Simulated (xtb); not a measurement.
## Geometry relaxation, with input and output: C₃H₈SSi (charge +1) (part 5 of 5)

C₃H₈SSi, charge +1, multiplicity 2; GFN1-xTB (xtb 6.7.1). The geometry comes from this level: GFN2-xTB.

Geometry of the input (Å):
```
C  -1.9628  1.0777  1.3249
C  -1.0102  0.2077  1.0355
Si 0.8037  0.6761  0.7044
S  0.8550  0.4646  -1.5223
C  1.0893  -1.2895  -1.8095
H  -2.9591  0.7522  1.5932
H  -1.8181  2.1465  1.3260
H  -1.2296  -0.8548  1.0105
H  1.1200  2.0814  0.8764
H  1.7258  -0.3540  1.1646
H  1.4717  -1.8059  -0.9350
H  0.1343  -1.7121  -2.1220
H  1.7798  -1.3898  -2.6466
```

### Trajectory as extended XYZ, continued
```
13
Properties=species:S:1:pos:R:3 step=18 energy=-427.28094
C    -1.9821    1.1721    1.3508
C    -1.0618    0.2311    1.1515
Si    0.7786    0.5918    0.7084
S     0.6910    0.2642   -1.3604
C     1.1752   -1.3556   -1.9957
H    -2.9097    0.9513    1.8743
H    -1.8679    2.2093    1.0573
H    -1.2934   -0.8207    1.3333
H     1.0273    2.0147    0.8295
H     1.6228   -0.2783    1.4998
H     1.5860   -2.0034   -1.2269
H     0.3059   -1.8115   -2.4629
H     1.9281   -1.1650   -2.7591
13
Properties=species:S:1:pos:R:3 step=19 energy=-427.28094
C    -1.9822    1.1724    1.3510
C    -1.0620    0.2311    1.1524
Si    0.7782    0.5915    0.7081
S     0.6897    0.2638   -1.3607
C     1.1756   -1.3557   -1.9959
H    -2.9095    0.9524    1.8752
H    -1.8681    2.2093    1.0563
H    -1.2938   -0.8202    1.3342
H     1.0275    2.0142    0.8302
H     1.6223   -0.2792    1.4990
H     1.5867   -2.0032   -1.2270
H     0.3068   -1.8125   -2.4635
H     1.9289   -1.1639   -2.7591
13
Properties=species:S:1:pos:R:3 step=20 energy=-427.28094
C    -1.9823    1.1727    1.3511
C    -1.0623    0.2312    1.1524
Si    0.7779    0.5912    0.7080
S     0.6890    0.2635   -1.3609
C     1.1760   -1.3557   -1.9963
H    -2.9093    0.9533    1.8759
H    -1.8683    2.2093    1.0553
H    -1.2939   -0.8201    1.3360
H     1.0274    2.0137    0.8306
H     1.6217   -0.2797    1.4988
H     1.5873   -2.0031   -1.2274
H     0.3075   -1.8130   -2.4640
H     1.9293   -1.1632   -2.7594
```

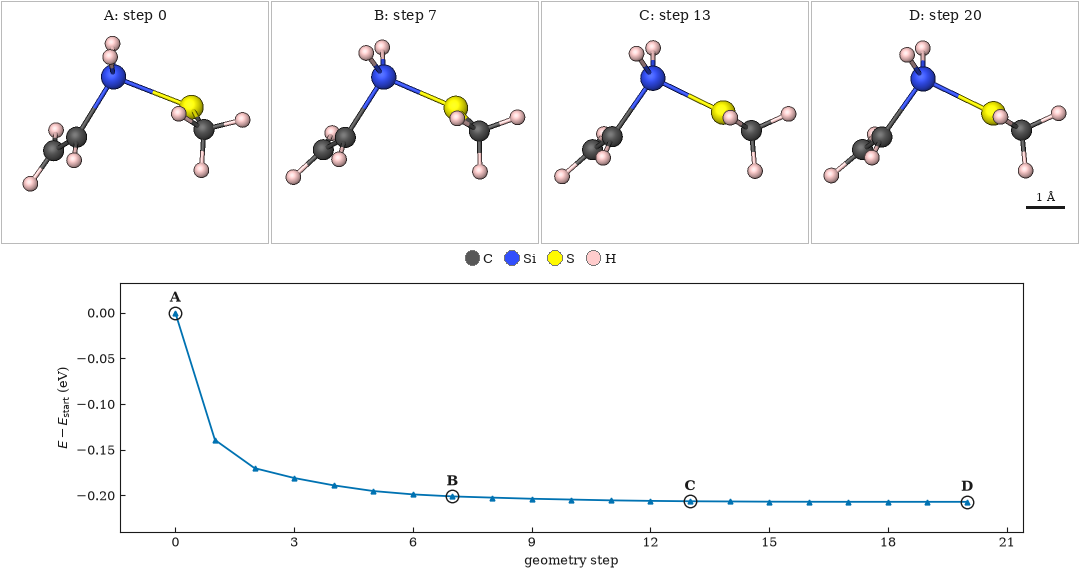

**Figure 1.** Frames of the relaxation (ball-and-stick view, seen at a tilt) above the curves, on which the letters mark them (steps are counted from 0).

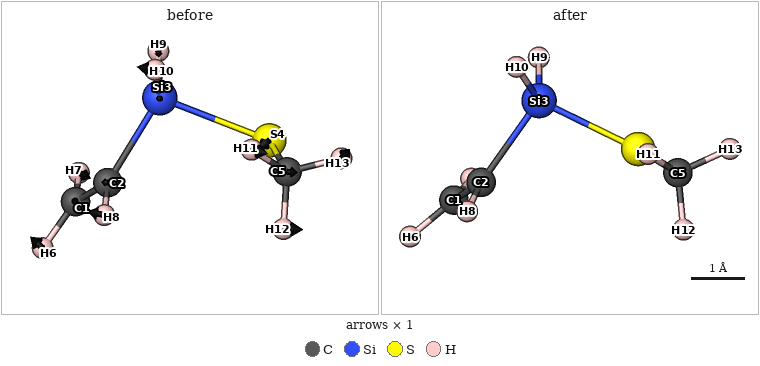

**Figure 2.** Before (left) and after (right) the relaxation, at one scale (ball-and-stick view, seen at a tilt). The black arrows give the displacements, at true length. After 20 geometry steps the energy has fallen by 0.207 eV. The atom that moves furthest after the best rigid fit is H12 (0.40 Å). By element the largest moves are H 0.40 Å, S 0.31 Å, C 0.22 Å, Si 0.09 Å. Distances before and after: Si3–S4 2.237 → 2.097 Å, C2–Si3 1.902 → 1.927 Å, S4–C5 1.793 → 1.806 Å, Si3–H10 1.457 → 1.448 Å. Among the angles that change: S4–Si3–H10 103.5° → 118.0°, Si3–S4–C5 104.8° → 118.4°, C2–Si3–H9 115.2° → 109.2°. (Atoms are counted from 1 in the order of the input.)

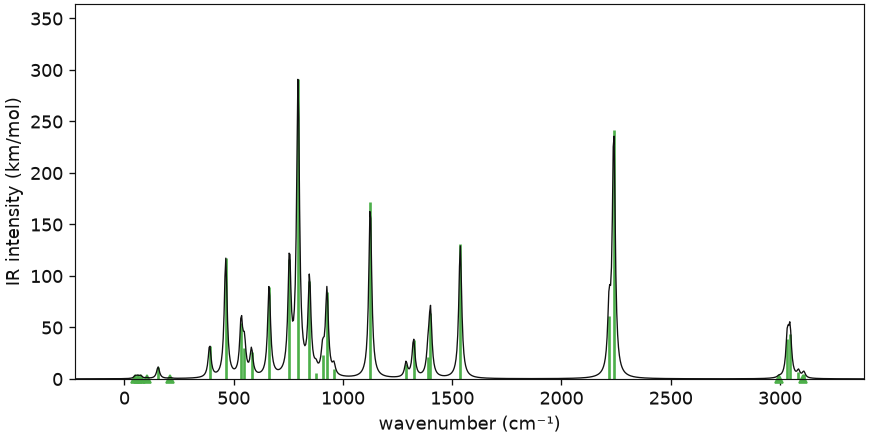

**Figure 3.** Harmonic infrared spectrum, unscaled: sticks (degenerate modes added up, dark ones marked on the axis) with a Lorentzian envelope of 16 cm⁻¹ full width, scaled to the tallest stick. 33 modes from 50 to 3109 cm⁻¹, none imaginary. The strongest line is at 794 cm⁻¹ (291 km/mol).

### Key numbers

```tsv
quantity	value
outcome	converged
electrons treated	29
total energy	−15.702285 hartree
dispersion energy	−0.005044 hartree
basis functions	48
zero-point energy	0.092930 hartree
wavenumbers, lowest and highest	50 and 3109 cm⁻¹
wall time	1.6 s
peak memory	0.071 GiB
```
